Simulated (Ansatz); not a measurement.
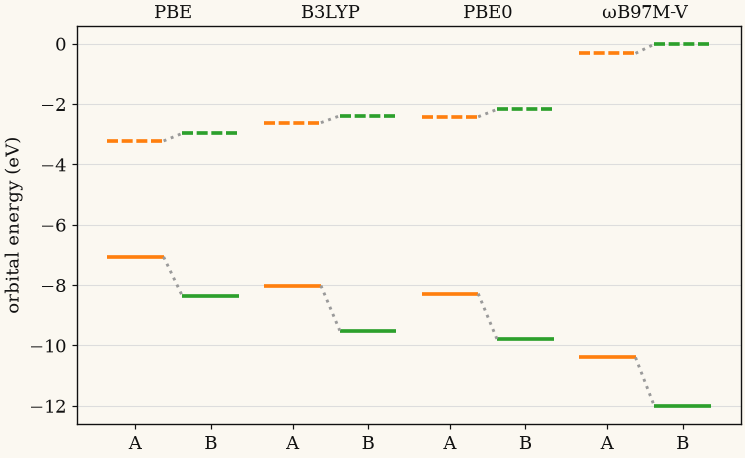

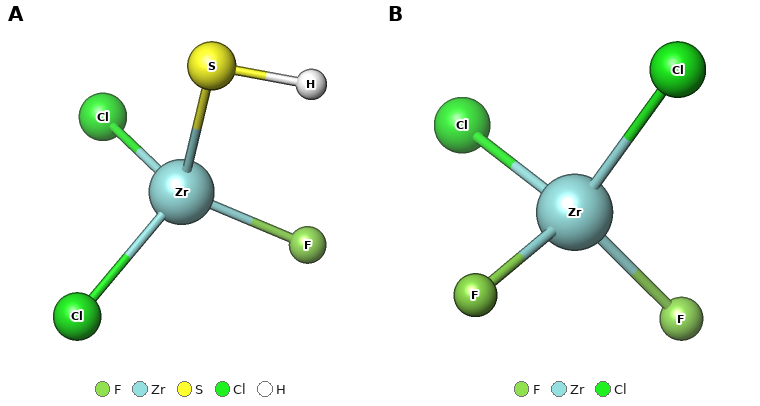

One change: A, ZrHSCl₂F (SMILES [F][Zr]([SH])([Cl])[Cl]), becomes B, ZrCl₂F₂ (SMILES [F][Zr]([F])([Cl])[Cl]). SH on Zr is replaced by F. HOMO (solid) and LUMO (dashed) computed in def2-TZVPP at PBE0-D4/def2-TZVP geometries, both minima by their frequencies, gas phase, the Ansatz code.

### What does the change do to HOMO and LUMO?

PBE: the HOMO falls by 1.31 eV, the LUMO rises by 0.25 eV, and the separation goes from 3.84 to 5.40 eV. B3LYP: the HOMO falls by 1.49 eV, the LUMO rises by 0.23 eV, and the separation goes from 5.40 to 7.12 eV. PBE0: the HOMO falls by 1.52 eV, the LUMO rises by 0.25 eV, and the separation goes from 5.86 to 7.62 eV. ωB97M-V: the HOMO falls by 1.62 eV, the LUMO rises by 0.30 eV, and the separation goes from 10.08 to 12.00 eV.

### Do the functionals agree on the effect?

They agree on the direction for both levels; the HOMO shift lies between −1.62 and −1.31 eV and the LUMO shift between 0.23 and 0.30 eV, while the separations themselves differ by up to 6.6 eV between functionals.

Caveats: core potentials past krypton.
